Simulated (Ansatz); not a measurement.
Hypothetical Fm-3m WSe2: Se → Ge

The reference is WSe₂ (space group Fm-3m, No. 225; a = 6.266 Å; ferromagnetic; a hypothetical phase, not in the database extracts checked).

Modification: every Se is replaced by Ge; the structure is relaxed again.

Method: PBE (Ansatz, a first-principles code), no spin-orbit coupling, earlier PAW set. k-mesh 13×13×13 (Γ-centred); smearing 0.05 eV (Fermi–Dirac).

```
quantity                                  base          changed         shift
-----------------------------  ---------------  ---------------  ------------
volume per atom                       20.50 Å³         19.17 Å³      -1.33 Å³
density                             9.23 g/cm³       9.50 g/cm³  +0.276 g/cm³
space group                    Fm-3m (No. 225)  Fm-3m (No. 225)             –
shortest interatomic distance         271.3 pm         265.3 pm       -6.0 pm
band gap                                  zero             zero             –
```

Final structure:

```xyz
3
Lattice="0.0000 3.0635 3.0635 3.0635 0.0000 3.0635 3.0635 3.0635 0.0000" Properties=species:S:1:pos:R:3 pbc="T T T"
W      0.0000     0.0000     0.0000
Ge     1.5318     1.5318     1.5318
Ge     4.5953     4.5953     4.5953
```

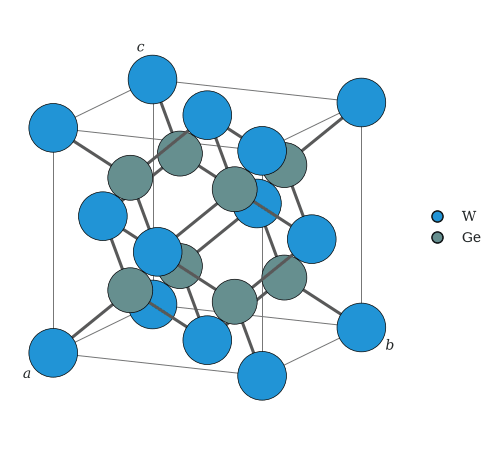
Figure. The relaxed conventional cell after the change

Other magnetic orders, which the real material may have, were not ruled out. No phonon test of stability was made. As relaxed here, WGe2 is a hypothetical phase, not in the database extracts checked. Spin-polarised in the final run: base; the other runs are not. WGe2 has a high density of states at the Fermi level and may be magnetic at this level.
